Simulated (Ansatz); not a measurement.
Cost and result by functional for the surface energy of the (20-21) surface of hcp Ti in its 1x1 cell, outermost plane spacing 0.20 Å in the ideal cut, in Ansatz (plane waves, PAW). Single points on the PBE structure, on one kind of machine; costs are rough ratios of the slab run's core time (references not counted) to the cheapest single point. r2SCAN's cost holds its higher cutoff (500 against 420 eV). Differences are taken against r2SCAN for comparison alone: no measured value is at hand, so the table doesn't rank accuracy.

Slab: 18 atoms, 10.0 Å thick at the start (thin: gaps and levels are the slab's own); k 13x4x1, smearing 0.1 eV, dipole-corrected; all atoms relaxed; held to the part of the start's symmetry that mesh and held atoms allow; no spin, no spin-orbit, no U. These notes are the PBE run's.

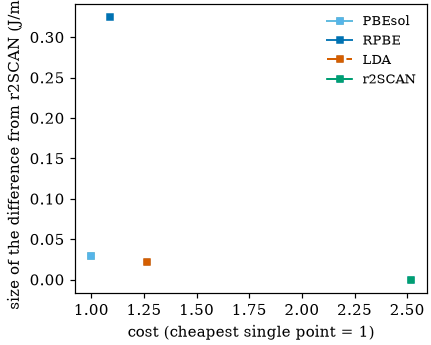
Figure. Difference from r2SCAN against cost

```csv
functional,relative cost,surface energy (J/m²),less r2SCAN (J/m²)
PBEsol,1,2.17,-0.03
RPBE,1,1.88,-0.33
LDA,1,2.22,0.02
r2SCAN,3,2.20,0.00
PBE (the relaxed run's value),–,2.00,-0.20
```

The values span 0.35 J/m², while the single points' costs differ by a factor of roughly 3. Differences are of unrounded values.

Ansatz is a quantum-chemistry and plane-wave program.
